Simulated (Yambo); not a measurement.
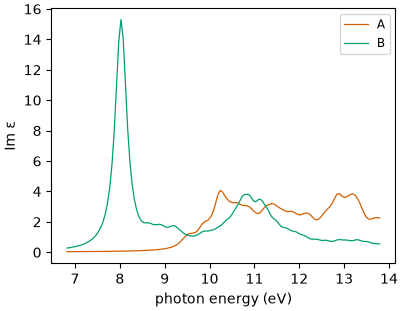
Fig. 1. Two computed absorption spectra of KBH$_{4}$ (space group P2_1/m, No. 11, within 0.06 Å of P4_2/nmc) (Yambo, PBEsol bands with the same scissor, field along x)

Axes are Cartesian, with cell vectors (Å) (4.66, 0.00, 0.00), (0.00, 4.68, 0.00), (-0.01, 0.00, 6.55).

Q: Which curve includes the electron-hole attraction (BSE), and where are its main peaks?

A: Curve B: the attraction moves weight to lower energy (centre of the plotted range 9.6 eV against 11.6 eV). Its peaks lie at 8.0 eV, 10.8 eV. Settings: 4×4×4 mesh, 8 valence and 16 conduction bands, static screening with 69 bands and a 3 Ry block, scissor 3.20 eV, Tamm-Dancoff. The scissor comes from a G0W0 run whose convergence isn't established. Broadening 0.15 eV. The band window holds all transitions up to 15.4 eV. Fine structure above the onset can come from the mesh.

Geometry of the Materials Project entry, not relaxed at this level; primitive cell a = 4.663 Å, b = 4.678 Å, c = 6.549 Å, α = 90.00°, β = 90.07°, γ = 90.00°.

The structure is a Materials Project entry; no match was found in the copy of COD used, and its stability was not checked.
